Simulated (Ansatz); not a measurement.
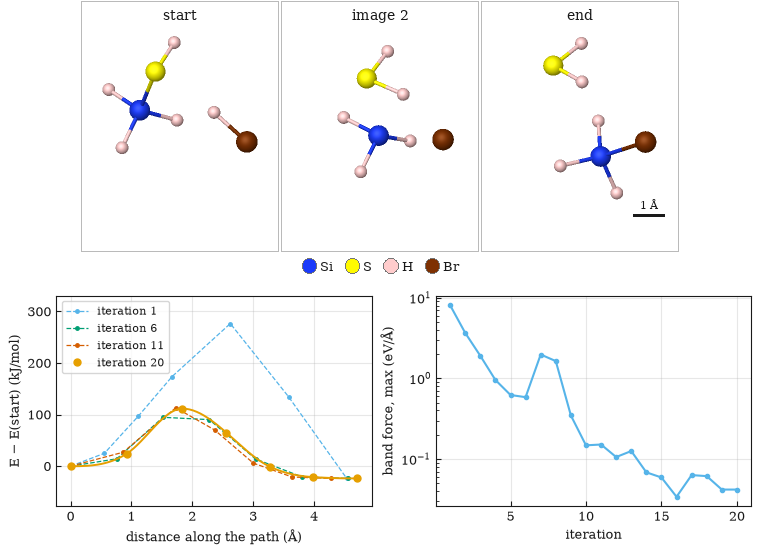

A nudged-elastic-band calculation for SiH$_{5}$SBr, made up of SiH₄S and HBr. Images are numbered from 0 (start) to 6 (end). The plot follows the band through its iterations. Style: ball-and-stick. Shown at a tilt.

These are results of Ansatz, RKS PBE0-D4/def2-SVP, not measurements. Run with 5 movable images; climbing image; force threshold 0.05 eV/Å; iteration limit 60; starting path through a guess of the saddle point.

**How did the profile develop, and is the result final?**

The result is final at these settings. The band converged in 20 iterations. The largest component of the band force went from 8.1 to 0.042 eV/Å. The climbing image converged on the top of the path. Its vibrational analysis gives one imaginary mode (340i cm⁻¹), as a transition state must have. The first iteration put the highest image at 276.6 kJ/mol. Forward barrier 111.7 kJ/mol, backward barrier 135.4 kJ/mol, with image 2 at the top; the reaction energy is −23.7 kJ/mol.

Limits of the set-up: the start holds two separate molecules, 2.4 Å apart at their closest, whose relative position is a soft coordinate.

The run took 110 s on 2 threads of Intel(R) Xeon(R) 6975P-C (Granite Rapids) (shared host), peak memory 0.23 GiB.
